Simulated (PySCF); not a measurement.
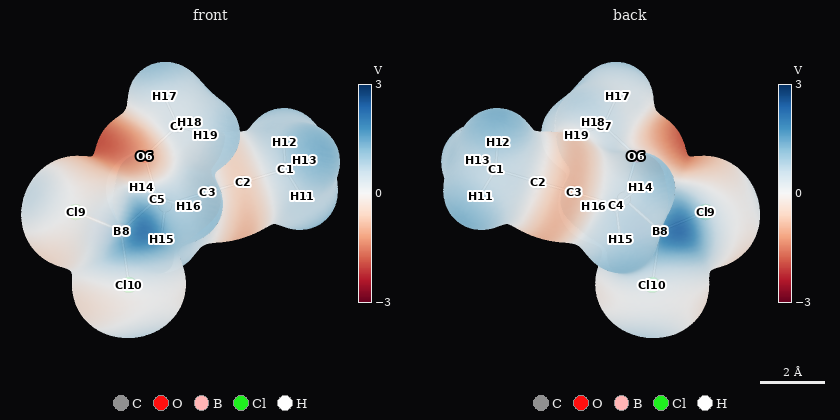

Figure. C$_{6}$H$_{9}$BCl$_{2}$O. The electrostatic potential painted on the density surface at 0.004 e/bohr³, seen from the front and from behind; red is negative and blue positive.

Geometry: GFN2-xTB.

Method: PBE0/pcSseg-1, SCF density, gas phase, non-relativistic (PySCF 2.14.0).

```xyz
19

C     3.2821    1.0648   -0.3767
C     2.0987    0.2325   -0.3734
C     1.1192   -0.4587   -0.3930
C    -0.0670   -1.2908   -0.3755
C    -1.2957   -0.5766    0.2667
O    -1.9753    0.2586   -0.6574
C    -1.2994    1.4455   -0.9974
B    -2.3460   -1.6389    0.8690
Cl   -3.9495   -1.7026    0.3111
Cl   -1.8312   -2.7247    2.0975
H     4.1040    0.5485    0.1185
H     3.5749    1.2938   -1.4011
H     3.0825    1.9975    0.1504
H    -0.3385   -1.5761   -1.3953
H     0.1552   -2.1976    0.1926
H    -0.9044    0.0476    1.0924
H    -1.9890    2.0132   -1.6193
H    -0.3788    1.2466   -1.5540
H    -1.0515    2.0266   -0.1008
```

### Where is the surface potential most negative and most positive?

The most negative region (about −1.8 V) lies over O6, the most positive (about +2.1 V) over B8. Cl9 shows a σ-hole: about +0.6 V at the tip opposite its bond, against about −0.5 V on its flanks. Cl10 shows a σ-hole: about +0.7 V at the tip opposite its bond, against about 0.0 V on its flanks. O6 is the likeliest acceptor of a hydrogen bond.

### What dipole moment does the calculation give?

Its dipole moment is 2.47 D.
